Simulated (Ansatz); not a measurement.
**Nudged elastic band of WH$_{7}$ClO$_{5}$ (part 1 of 2)**

- system: WH$_{7}$ClO$_{5}$
- method: RHF/def2-SVP (Ansatz 0.2.0)

It belongs to a series of runs on one base structure; here: band between the two ends.

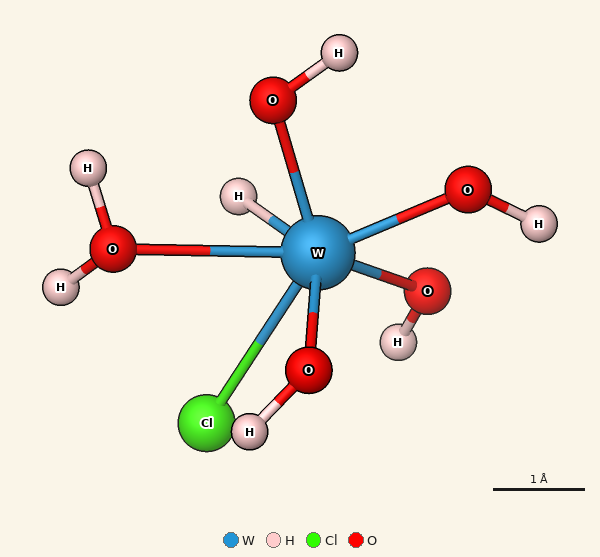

The starting structure (ball-and-stick view, seen at an oblique angle). Sticks mark near contacts. Bond lengths as drawn: Cl–W 2.57 Å, H–O 0.95 Å, H–W 1.67 Å and O–W 1.86 to 2.35 Å.

The input
```yaml
crystal:
  periodic: [false, false, false]
  atoms:
    - { symbol: W, position_ang: [-0.08328, 0.113185, 0.157934] }
    - { symbol: H, position_ang: [0.488855, -0.033514, 1.718497] }
    - { symbol: Cl, position_ang: [2.13269, -1.189344, 0.167805] }
    - { symbol: O, position_ang: [-0.684619, 1.768461, 0.890913] }
    - { symbol: H, position_ang: [-1.618796, 1.91069, 0.80833] }
    - { symbol: O, position_ang: [-1.935586, 0.169411, -0.349524] }
    - { symbol: H, position_ang: [-2.331341, -0.659755, -0.578653] }
    - { symbol: O, position_ang: [-0.669629, -1.655444, 0.479404] }
    - { symbol: H, position_ang: [0.000702, -2.292393, 0.691529] }
    - { symbol: O, position_ang: [0.518039, 0.39338, -1.584706] }
    - { symbol: H, position_ang: [1.425671, 0.361037, -1.853402] }
    - { symbol: O, position_ang: [1.696836, 1.609799, 0.463491] }
    - { symbol: H, position_ang: [2.494121, 1.216732, 0.797383] }
    - { symbol: H, position_ang: [1.420838, 2.330055, 1.018298] }
basis:
  gaussian: { orbitals: def2-SVP }
hamiltonian:
  xc: hf
neb:
  order_check: false
  images: 7
  f_tol: 0.05
  max_iterations: 60
  final_atoms:
    - { symbol: W, position_ang: [0.13565009, 0.26597893, -0.34675902] }
    - { symbol: H, position_ang: [-0.06731284, 1.03928096, 4.54855892] }
    - { symbol: Cl, position_ang: [2.37397685, -0.18243876, -1.3064617] }
    - { symbol: O, position_ang: [0.12423113, 2.06815278, -0.8638139] }
    - { symbol: H, position_ang: [-0.11606508, 2.45160991, -1.69426982] }
    - { symbol: O, position_ang: [-1.54293834, 0.31740042, 0.4247124] }
    - { symbol: H, position_ang: [-2.00984073, -0.41230685, 0.81216409] }
    - { symbol: O, position_ang: [0.13422498, -1.57053084, 0.11168561] }
    - { symbol: H, position_ang: [0.75324795, -2.2598356, -0.07443108] }
    - { symbol: O, position_ang: [-0.38466312, -0.11497315, -2.1055906] }
    - { symbol: H, position_ang: [0.13904432, -0.35915791, -2.8541579] }
    - { symbol: O, position_ang: [1.14109221, 0.77059483, 1.11978889] }
    - { symbol: H, position_ang: [2.04505423, 1.02911887, 1.22744861] }
    - { symbol: H, position_ang: [0.12879936, 0.99940641, 3.8284245] }
  initial_path:
    images:
      - { positions_ang: [[-0.08328, 0.113185, 0.157934], [0.488855, -0.033514, 1.718497], [2.13269, -1.189344, 0.167805], [-0.684619, 1.768461, 0.890913], [-1.618796, 1.91069, 0.80833], [-1.935586, 0.169411, -0.349524], [-2.331341, -0.659755, -0.578653], [-0.669629, -1.655444, 0.479404], [0.000702, -2.292393, 0.691529], [0.518039, 0.39338, -1.584706], [1.425671, 0.361037, -1.853402], [1.696836, 1.609799, 0.463491], [2.494121, 1.216732, 0.797383], [1.420838, 2.330055, 1.018298]] }
      - { positions_ang: [[-0.06164921, 0.08642221, 0.11555243], [0.34509431, -0.02857232, 1.8029676], [2.19715336, -0.90255363, 0.14864969], [-0.50305859, 1.81275772, 0.67036315], [-1.35275139, 2.0085939, 0.42516281], [-1.93533085, 0.1383965, -0.28589729], [-2.32714431, -0.5156073, -0.22600475], [-0.51100582, -1.72492805, 0.35157846], [0.07594586, -2.29091678, 0.73175386], [0.41029367, 0.3012266, -1.67595233], [1.23037864, 0.47316162, -1.95391907], [1.64100284, 1.58302577, 0.54096093], [2.41344322, 1.17003836, 0.93046908], [1.23212927, 1.9312554, 1.25161444]] }
      - { positions_ang: [[-0.04001841, 0.05965942, 0.07317086], [0.20133362, -0.02363063, 1.8874382], [2.26161673, -0.61576326, 0.12949437], [-0.32149818, 1.85705444, 0.4498133], [-1.08670677, 2.1064978, 0.04199561], [-1.93507571, 0.10738199, -0.22227058], [-2.32294763, -0.37145961, 0.1266435], [-0.35238265, -1.79441209, 0.22375292], [0.15118972, -2.28944055, 0.77197873], [0.30254834, 0.20907319, -1.76719867], [1.03508628, 0.58528625, -2.05443614], [1.58516968, 1.55625253, 0.61843086], [2.33276543, 1.12334472, 1.06355515], [1.04342053, 1.5324558, 1.48493087]] }
      - { positions_ang: [[-0.01838762, 0.03289663, 0.03078929], [0.05757294, -0.01868895, 1.9719088], [2.32608009, -0.32897289, 0.11033906], [-0.13993777, 1.90135116, 0.22926346], [-0.82066216, 2.2044017, -0.34117158], [-1.93482056, 0.07636749, -0.15864387], [-2.31875094, -0.22731191, 0.47929176], [-0.19375947, -1.86389614, 0.09592738], [0.22643359, -2.28796433, 0.81220359], [0.194803, 0.11691979, -1.858445], [0.83979392, 0.69741087, -2.15495321], [1.52933653, 1.5294793, 0.69590079], [2.25208765, 1.07665108, 1.19664123], [0.8547118, 1.1336562, 1.71824731]] }
      - { positions_ang: [[0.00324318, 0.00613385, -0.01159228], [-0.08618775, -0.01374726, 2.0563794], [2.39054346, -0.04218252, 0.09118375], [0.04162265, 1.94564788, 0.00871361], [-0.55461755, 2.3023056, -0.72433877], [-1.93456542, 0.04535299, -0.09501716], [-2.31455425, -0.08316421, 0.83194001], [-0.03513629, -1.93338019, -0.03189816], [0.30167745, -2.28648811, 0.85242845], [0.08705767, 0.02476638, -1.94969133], [0.64450156, 0.8095355, -2.25547028], [1.47350337, 1.50270607, 0.77337072], [2.17140987, 1.02995744, 1.32972731], [0.66600307, 0.7348566, 1.95156375]] }
      - { positions_ang: [[0.03634491, 0.07109512, -0.09538396], [-0.08146902, 0.24950979, 2.67942428], [2.3864018, -0.07724658, -0.25822762], [0.06227477, 1.97627411, -0.20941827], [-0.44497943, 2.33963168, -0.96682153], [-1.83665865, 0.11336485, 0.03491523], [-2.23837587, -0.16544987, 0.82699603], [0.00720403, -1.84266785, 0.00399778], [0.41457008, -2.27982498, 0.62071357], [-0.03087253, -0.0101685, -1.98866615], [0.51813725, 0.51736214, -2.40514219], [1.39040058, 1.31967826, 0.85997526], [2.13982096, 1.0297478, 1.30415763], [0.53170214, 0.80099405, 2.42077894]] }
      - { positions_ang: [[0.06944664, 0.13605639, -0.17917565], [-0.07675029, 0.51276685, 3.30246916], [2.38226015, -0.11231064, -0.60763898], [0.08292689, 2.00690033, -0.42755014], [-0.33534132, 2.37695776, -1.2093043], [-1.73875188, 0.1813767, 0.16484762], [-2.16219749, -0.24773553, 0.82205205], [0.04954434, -1.75195552, 0.03989372], [0.5274627, -2.27316185, 0.38899868], [-0.14880273, -0.04510339, -2.02764097], [0.39177294, 0.22518879, -2.55481409], [1.30729779, 1.13665045, 0.9465798], [2.10823205, 1.02953816, 1.27858796], [0.39740121, 0.8671315, 2.88999413]] }
      - { positions_ang: [[0.10254836, 0.20101766, -0.26296733], [-0.07203157, 0.77602391, 3.92551404], [2.3781185, -0.1473747, -0.95705034], [0.10357901, 2.03752656, -0.64568202], [-0.2257032, 2.41428384, -1.45178706], [-1.64084511, 0.24938856, 0.29478001], [-2.08601911, -0.33002119, 0.81710807], [0.09188466, -1.66124318, 0.07578967], [0.64035533, -2.26649873, 0.1572838], [-0.26673292, -0.08003827, -2.06661579], [0.26540863, -0.06698456, -2.704486], [1.224195, 0.95362264, 1.03318435], [2.07664314, 1.02932851, 1.25301828], [0.26310028, 0.93326895, 3.35920931]] }
      - { positions_ang: [[0.13565009, 0.26597893, -0.34675902], [-0.06731284, 1.03928096, 4.54855892], [2.37397685, -0.18243876, -1.3064617], [0.12423113, 2.06815278, -0.8638139], [-0.11606508, 2.45160991, -1.69426982], [-1.54293834, 0.31740042, 0.4247124], [-2.00984073, -0.41230685, 0.81216409], [0.13422498, -1.57053084, 0.11168561], [0.75324795, -2.2598356, -0.07443108], [-0.38466312, -0.11497315, -2.1055906], [0.13904432, -0.35915791, -2.8541579], [1.14109221, 0.77059483, 1.11978889], [2.04505423, 1.02911887, 1.22744861], [0.12879936, 0.99940641, 3.8284245]] }
```

Machine: 4 threads of Arm Neoverse V2, 24 GiB of memory available, shared host.

Command:
```bash
ansatz run input.yaml --threads 4 --pin off --max-ram 5120MiB --backend cpu --events-out ev --progress --plain --runs-dir out
```

Log
```
Engine: ansatz 0.2.0, aarch64-unknown-linux-gnu
Functional definition: HF
  exchange = exact_x
  correlation = 0
1616 factors; integrals over basis functions are off by at most 3.7e-4 eV
mean field evaluation 1: about -24585.2600 eV, gradient 7.7e1 eV
mean field evaluation 2: about -24585.5653 eV, gradient 7.7e1 eV
mean field evaluation 4: about -24596.8413 eV, gradient 8.2e0 eV
mean field evaluation 8: about -24597.0635 eV, gradient 7.6e-1 eV
mean field evaluation 16: about -24597.0671 eV, gradient 1.7e-5 eV
mean field -24597.06713087 eV, -903.9255445685 hartree, gradient 1.7e-5 eV, S^2 0.000000; 0 other end points of the search recorded, 0 dependent functions left out
the calculation of the forces begins
reference -24597.06713087 eV, -903.9255445685 hartree; 39, 39 occupied and 116, 116 virtual orbitals, 1616 factors
1612 factors; integrals over basis functions are off by at most 4.5e-4 eV
mean field evaluation 32: about -24597.3615 eV, gradient 1.2e-5 eV
mean field -24597.36154643 eV, -903.9363641408 hartree, gradient 1.2e-5 eV, S^2 0.000000; 0 other end points of the search recorded, 0 dependent functions left out
[... from here on the field's lines of each further geometry are left out, up to the last ...]
NEB iter   1: max|band force component| = 2.376e1 eV/Å  barrier→ = 14.2186 eV  barrier← = 14.5130 eV  Δτ_max = 0.2000 Å  (796 SCF iters)
NEB iter   2: max|band force component| = 6.988e0 eV/Å  barrier→ = 7.3263 eV  barrier← = 7.6207 eV  Δτ_max = 0.2000 Å  (341 SCF iters)
NEB iter   3: max|band force component| = 3.408e0 eV/Å  barrier→ = 4.3544 eV  barrier← = 4.6489 eV  Δτ_max = 0.2000 Å  (323 SCF iters)
NEB iter   4: max|band force component| = 5.061e0 eV/Å  barrier→ = 2.6710 eV  barrier← = 2.9654 eV  Δτ_max = 0.1011 Å  (327 SCF iters)
NEB iter   5: max|band force component| = 1.877e0 eV/Å  barrier→ = 2.1267 eV  barrier← = 2.4211 eV  Δτ_max = 0.2000 Å  (302 SCF iters)
NEB iter   6: max|band force component| = 1.410e0 eV/Å  barrier→ = 1.9510 eV  barrier← = 2.2454 eV  Δτ_max = 0.2000 Å  (309 SCF iters)
NEB iter   7: max|band force component| = 1.855e0 eV/Å  barrier→ = 1.7646 eV  barrier← = 2.0590 eV  Δτ_max = 0.1001 Å  (305 SCF iters)
NEB iter   8: max|band force component| = 8.700e-1 eV/Å  barrier→ = 1.6470 eV  barrier← = 1.9415 eV  Δτ_max = 0.1181 Å  (305 SCF iters)
NEB iter   9: max|band force component| = 5.084e-1 eV/Å  barrier→ = 1.5987 eV  barrier← = 1.8931 eV  Δτ_max = 0.1942 Å  (305 SCF iters)
NEB iter  10: max|band force component| = 7.243e-1 eV/Å  barrier→ = 1.5070 eV  barrier← = 1.8014 eV  Δτ_max = 0.1005 Å  (304 SCF iters)
NEB iter  11: max|band force component| = 6.846e-1 eV/Å  barrier→ = 1.3519 eV  barrier← = 1.6463 eV  Δτ_max = 0.1003 Å  (304 SCF iters)
NEB iter  12: max|band force component| = 5.495e-1 eV/Å  barrier→ = 1.2907 eV  barrier← = 1.5851 eV  Δτ_max = 0.0994 Å  (303 SCF iters)
NEB iter  13: max|band force component| = 6.823e-1 eV/Å  barrier→ = 1.1723 eV  barrier← = 1.4668 eV  CI = image 3  Δτ_max = 0.1001 Å  (307 SCF iters)
NEB iter  14: max|band force component| = 1.577e0 eV/Å  barrier→ = 1.3561 eV  barrier← = 1.6505 eV  CI = image 3  Δτ_max = 0.0999 Å  (310 SCF iters)
NEB iter  15: max|band force component| = 1.832e0 eV/Å  barrier→ = 1.4899 eV  barrier← = 1.7843 eV  CI = image 3  Δτ_max = 0.1971 Å  (305 SCF iters)
NEB iter  16: max|band force component| = 2.296e0 eV/Å  barrier→ = 1.7876 eV  barrier← = 2.0821 eV  CI = image 3  Δτ_max = 0.1993 Å  (303 SCF iters)
NEB iter  17: max|band force component| = 2.207e0 eV/Å  barrier→ = 2.1042 eV  barrier← = 2.3986 eV  CI = image 3  Δτ_max = 0.1967 Å  (306 SCF iters)
NEB iter  18: max|band force component| = 1.078e0 eV/Å  barrier→ = 2.3429 eV  barrier← = 2.6373 eV  CI = image 3  Δτ_max = 0.1965 Å  (311 SCF iters)
NEB iter  19: max|band force component| = 8.615e-1 eV/Å  barrier→ = 2.4517 eV  barrier← = 2.7461 eV  CI = image 3  Δτ_max = 0.1197 Å  (306 SCF iters)
NEB iter  20: max|band force component| = 5.162e-1 eV/Å  barrier→ = 2.4196 eV  barrier← = 2.7140 eV  CI = image 3  Δτ_max = 0.1504 Å  (303 SCF iters)
NEB iter  21: max|band force component| = 2.876e-1 eV/Å  barrier→ = 2.3790 eV  barrier← = 2.6734 eV  CI = image 3  Δτ_max = 0.1513 Å  (307 SCF iters)
NEB iter  22: max|band force component| = 3.135e-1 eV/Å  barrier→ = 2.3453 eV  barrier← = 2.6397 eV  CI = image 3  Δτ_max = 0.0758 Å  (307 SCF iters)
NEB iter  23: max|band force component| = 2.974e-1 eV/Å  barrier→ = 2.3321 eV  barrier← = 2.6265 eV  CI = image 3  Δτ_max = 0.0758 Å  (306 SCF iters)
NEB iter  24: max|band force component| = 2.727e-1 eV/Å  barrier→ = 2.3145 eV  barrier← = 2.6089 eV  CI = image 3  Δτ_max = 0.1515 Å  (304 SCF iters)
NEB iter  25: max|band force component| = 2.515e-1 eV/Å  barrier→ = 2.2772 eV  barrier← = 2.5716 eV  CI = image 3  Δτ_max = 0.1516 Å  (303 SCF iters)
NEB iter  26: max|band force component| = 2.777e-1 eV/Å  barrier→ = 2.2367 eV  barrier← = 2.5311 eV  CI = image 3  Δτ_max = 0.0766 Å  (305 SCF iters)
NEB iter  27: max|band force component| = 2.036e-1 eV/Å  barrier→ = 2.2132 eV  barrier← = 2.5076 eV  CI = image 3  Δτ_max = 0.0763 Å  (307 SCF iters)
NEB iter  28: max|band force component| = 1.947e-1 eV/Å  barrier→ = 2.1859 eV  barrier← = 2.4803 eV  CI = image 3  Δτ_max = 0.0758 Å  (306 SCF iters)
NEB iter  29: max|band force component| = 2.270e-1 eV/Å  barrier→ = 2.1542 eV  barrier← = 2.4486 eV  CI = image 3  Δτ_max = 0.0757 Å  (307 SCF iters)
NEB iter  30: max|band force component| = 4.195e-1 eV/Å  barrier→ = 2.1220 eV  barrier← = 2.4164 eV  CI = image 3  Δτ_max = 0.0378 Å  (310 SCF iters)
NEB iter  31: max|band force component| = 4.579e-1 eV/Å  barrier→ = 2.1041 eV  barrier← = 2.3985 eV  CI = image 3  Δτ_max = 0.0757 Å  (315 SCF iters)
NEB iter  32: max|band force component| = 4.794e-1 eV/Å  barrier→ = 2.0674 eV  barrier← = 2.3618 eV  CI = image 3  Δτ_max = 0.0757 Å  (311 SCF iters)
NEB iter  33: max|band force component| = 2.946e-1 eV/Å  barrier→ = 2.0344 eV  barrier← = 2.3288 eV  CI = image 3  Δτ_max = 0.0760 Å  (311 SCF iters)
NEB iter  34: max|band force component| = 3.288e-1 eV/Å  barrier→ = 2.0111 eV  barrier← = 2.3055 eV  CI = image 3  Δτ_max = 0.0759 Å  (312 SCF iters)
NEB iter  35: max|band force component| = 3.561e-1 eV/Å  barrier→ = 2.0025 eV  barrier← = 2.2969 eV  CI = image 3  Δτ_max = 0.1513 Å  (310 SCF iters)
NEB iter  36: max|band force component| = 3.080e-1 eV/Å  barrier→ = 2.0164 eV  barrier← = 2.3108 eV  CI = image 3  Δτ_max = 0.1509 Å  (310 SCF iters)
NEB iter  37: max|band force component| = 3.518e-1 eV/Å  barrier→ = 1.9987 eV  barrier← = 2.2931 eV  CI = image 3  Δτ_max = 0.0755 Å  (305 SCF iters)
NEB iter  38: max|band force component| = 1.439e-1 eV/Å  barrier→ = 1.9919 eV  barrier← = 2.2863 eV  CI = image 3  Δτ_max = 0.1093 Å  (312 SCF iters)
NEB iter  39: max|band force component| = 1.748e-1 eV/Å  barrier→ = 1.9884 eV  barrier← = 2.2828 eV  CI = image 3  Δτ_max = 0.0550 Å  (309 SCF iters)
NEB iter  40: max|band force component| = 1.480e-1 eV/Å  barrier→ = 1.9944 eV  barrier← = 2.2889 eV  CI = image 3  Δτ_max = 0.0551 Å  (310 SCF iters)
NEB iter  41: max|band force component| = 1.618e-1 eV/Å  barrier→ = 1.9912 eV  barrier← = 2.2856 eV  CI = image 3  Δτ_max = 0.0275 Å  (313 SCF iters)
NEB iter  42: max|band force component| = 1.488e-1 eV/Å  barrier→ = 1.9906 eV  barrier← = 2.2850 eV  CI = image 3  Δτ_max = 0.0276 Å  (312 SCF iters)
NEB iter  43: max|band force component| = 1.062e-1 eV/Å  barrier→ = 1.9902 eV  barrier← = 2.2846 eV  CI = image 3  Δτ_max = 0.0276 Å  (314 SCF iters)
```
